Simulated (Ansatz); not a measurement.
# B2H4OS: inputs that go wrong

Aim: try 3 inputs for B2H4OS as typed, read how each ends, and find what has to change.

Method: the settings change from run to run; program: Ansatz 0.2.0, Gaussian basis.

### 1 The relaxed structure

The geometry comes from an earlier relaxation with PBE0-D4 in a triple-zeta def2 set; it is a stationary point, not always the lowest conformer.

SMILES `BB(O)S`, 8 atoms, charge 0, spin multiplicity 1.

Atoms are counted from 1 here; the program's logs count them from 0.

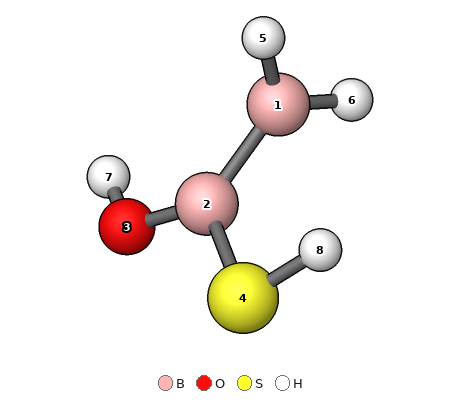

The geometry (boron pink, oxygen red, sulfur yellow, hydrogen white); atoms are numbered from 1 in the order of the file.

### 2 Input 1

in.yaml reads:

```yaml
crystal:
  periodic: [false, false, false]
  atoms:
    - {symbol: B, position_ang: [0.152227, 1.097220, 0.044777]}
    - {symbol: B, position_ang: [0.152805, -0.575111, 0.058374]}
    - {symbol: O, position_ang: [1.086670, -1.474026, 0.467137]}
    - {symbol: S, position_ang: [-1.381985, -1.317300, -0.594777]}
    - {symbol: H, position_ang: [0.503998, 1.717867, -0.918365]}
    - {symbol: H, position_ang: [-0.296878, 1.732675, 0.956486]}
    - {symbol: H, position_ang: [1.888215, -1.073897, 0.808709]}
    - {symbol: H, position_ang: [-2.012954, -0.164429, -0.878241]}
basis:
  gaussian: {orbitals: STO-3G, final_grid: {core_spheres: 1, valence_spheres: 1, degree: 1}}
hamiltonian: {xc: {name: PBE}}
```

Started as:

```
$ ansatz run in.yaml --threads 2 --pin off --events-out ev --progress --plain --max-ram 4352MiB
```

Standard output:

```text
Functional definition: PBE
  name "PBE"
  cite "Perdew, Burke & Ernzerhof, Phys. Rev. Lett. 77, 3865 (1996) doi:10.1103/PhysRevLett.77.3865"
  parent pbe
  parameter kappa = 0.804
  parameter beta = 0.06672455060314922
  exchange = pbe_x(kappa = kappa, mu = beta*pi^2/3)
  correlation = pbe_c(beta = beta)
354 factors; integrals over basis functions are off by at most 1.5e-4 eV
mean field evaluation 1: about -14125.4733 eV, gradient 1.0e1 eV
mean field evaluation 2: about -14124.7202 eV, gradient 2.0e1 eV
mean field evaluation 4: about -14125.8324 eV, gradient 5.7e-1 eV
mean field evaluation 8: about -14103.0106 eV, gradient 5.1e0 eV
mean field -14103.10536906 eV, -518.2795628848 hartree, gradient 8.4e-5 eV, S^2 0.000000; 0 other end points of the search recorded, 0 dependent functions left out
reference -14103.10536930 eV, -518.2795628935 hartree; 19, 19 occupied and 9, 9 virtual orbitals, 354 factors
Total energy: -14103.10536930 eV, -518.2795628935 hartree
```

Wall time 0.15 s (2 threads of Arm Neoverse V2, shared host).

Diagnosis: It ended without an error, which proves nothing about the input. The integration grid is far too coarse. Its energy carries the error of the grid. Cure: drop final_grid and take the default grid.

### 3 Input 2

in.yaml reads:

```yaml
crystal:
  periodic: [false, false, false]
  atoms:
    - {symbol: B, position_ang: [0.152227, 1.097220, 0.044777]}
    - {symbol: B, position_ang: [0.152805, -0.575111, 0.058374]}
    - {symbol: O, position_ang: [1.086670, -1.474026, 0.467137]}
    - {symbol: S, position_ang: [-1.381985, -1.317300, -0.594777]}
    - {symbol: H, position_ang: [0.503998, 1.717867, -0.918365]}
    - {symbol: H, position_ang: [-0.296878, 1.732675, 0.956486]}
    - {symbol: H, position_ang: [1.888215, -1.073897, 0.808709]}
    - {symbol: H, position_ang: [-2.012954, -0.164429, -0.878241]}
basis:
  gaussian: {orbitals: def2-mTZVPP}
hamiltonian: {xc: {name: HF}}
scf: {lower_state_search: full}
kpoints: {mp_grid: {grid: [2, 2, 2]}}
output: {forces: true}
```

Same command.

Standard output:

```text
Error: invalid value for `basis.gaussian`: such a run doesn't read kpoints; remove what it names
```

It took 0.05 s on 2 threads of Arm Neoverse V2, shared host.

Diagnosis: The program refused the input. The input holds a key that doesn't belong there. Cure: remove the key, or spell it as the input reference has it.

### 4 Input 3

in.yaml reads:

```yaml
crystal:
  periodic: [false, false, false]
  atoms:
    - {symbol: B, position_ang: [0.152227, 1.097220, 0.044777]}
    - {symbol: B, position_ang: [0.152805, -0.575111, 0.058374]}
    - {symbol: O, position_ang: [1.086670, -1.474026, 0.467137]}
    - {symbol: S, position_ang: [-1.381985, -1.317300, -0.594777]}
    - {symbol: H, position_ang: [0.503998, 1.717867, -0.918365]}
    - {symbol: H, position_ang: [-0.296878, 1.732675, 0.956486]}
    - {symbol: H, position_ang: [1.888215, -1.073897, 0.808709]}
    - {symbol: H, position_ang: [-2.012954, -0.164429, -0.878241]}
basis:
  gaussian: {orbitals: "6-311G**"}
total_charge: 1
magnetization: {spin_polarized: true, initial_magnetization: 1}
hamiltonian: {xc: {name: HF}}
correlation: {method: rpa}
scf: {lower_state_search: light}
```

Launched as before.

Standard output:

```text
Error: <dir> can't be read: No such file or directory (os error 2)
```

Run time: 0.05 s. Hardware: 2 threads of Arm Neoverse V2, shared host.

Diagnosis: The program refused the input before any cycle. Its message: «<dir> can't be read: No such file or directory (os error 2)» The program finds no basis under the name given. Fix: name a listed orbital basis. The input also asks for charge 1 and multiplicity 2, not those of the species named; set them back first.

### 5 Summary

| input | level | ended | cause | time |
| --- | --- | --- | --- | --- |
| 1 | PBE/STO-3G | converged | the integration grid is far too coarse | 0.15 s |
| 2 | HF/def2-mTZVPP | refused | the input holds a key that doesn't belong there | 0.05 s |
| 3 | RPA/6-311G** | refused | the program finds no basis under the name given | 0.05 s |

1 converged, 2 refused. A refusal costs next to no computing time. The dangerous case is the input that converges on a wrong geometry, charge, spin, basis or grid: often only a look at the input shows it.
